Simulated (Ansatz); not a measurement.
The calculation's input:

```
crystal:
  periodic: [false, false, false]
  atoms:
    - symbol: C
      position_ang: [0.731450, 0.190657, -2.292102]
    - symbol: Ag
      position_ang: [2.925590, 0.301153, 1.754883]
    - symbol: O
      position_ang: [0.509620, 1.407824, -2.024023]
    - symbol: Zn
      position_ang: [1.921442, -0.473075, -0.496236]
    - symbol: H
      position_ang: [-0.095166, -0.558984, -2.229002]
    - symbol: H
      position_ang: [1.465697, -0.085249, -3.088341]
basis:
  gaussian:
    orbitals: def2-TZVPD
hamiltonian:
  xc: pbe0
total_charge: -1
output:
  forces: true
  orbitals: {seedname: orbitals}
```

Command:

```sh
ansatz run input.yaml --threads 2 --pin off --max-ram 4350MiB --events-out events.jsonl --progress --plain --runs-dir runs
```

Geometry: PBE0-D3(BJ)/def2-SVPD; core potentials replace the inner electrons of Ag.

These are results of isolated molecule in a Gaussian basis; Kohn-Sham density functional theory, functional PBE0 in Ansatz, not measurements.

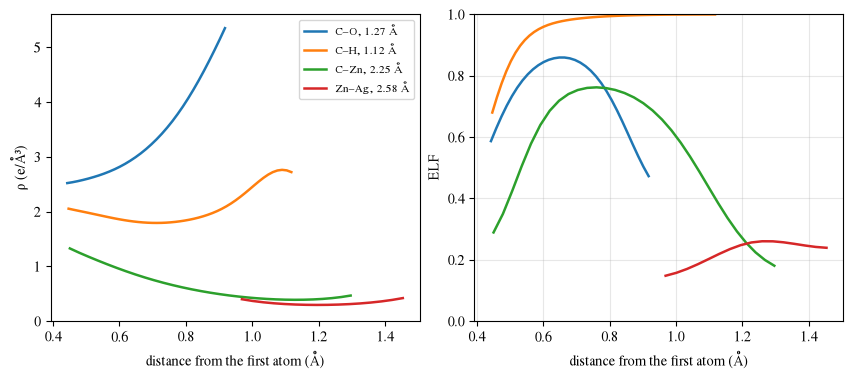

CH2AgOZn (charge −1). Electron density and electron localisation function along straight lines between neighbouring atoms. The curves leave out the atomic cores.

Question: Compare the contacts.

Answer: C–O (1.27 Å): ρ is about 2.9 e/Å³ halfway; the ELF peaks at about 0.85 between the atoms, as expected for a polar covalent bond.
C–H (1.12 Å): ρ is about 1.9 e/Å³ halfway; the ELF climbs to about 1 towards the hydrogen, as it does in any bond to H (an ordinary covalent bond to hydrogen).
C–Zn (2.25 Å): ρ is about 0.39 e/Å³ halfway; the ELF peaks at about 0.75 in the valence shell of C, 0.8 Å from its nucleus, and is about 0.40 at the midpoint.
Zn–Ag (2.58 Å): the density is about 0.31 e/Å³ at the midpoint; the ELF is about 0.25 at the midpoint.
